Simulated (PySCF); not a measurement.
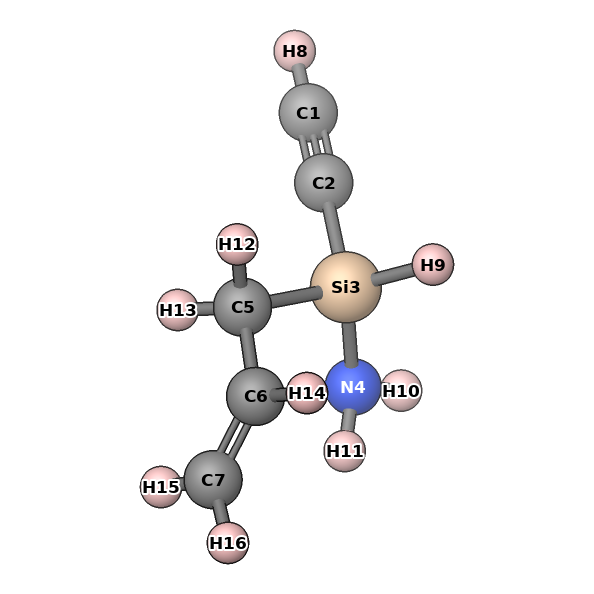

Distant atoms are faded towards the background colour. The computed structure is the end point of a PBE0-D3(BJ)/def2-SVP optimisation. No frequency run is at hand to confirm it as a minimum.

Find the stereocentres and stereogenic double bonds.

Answer. Centres: Si3.

Assign CIP descriptors.

Answer. Si3: R (priorities N4 > C2 > C5 > H9).

Give a SMILES with the stereochemistry.

Answer. C#C[Si@H](N)CC=C
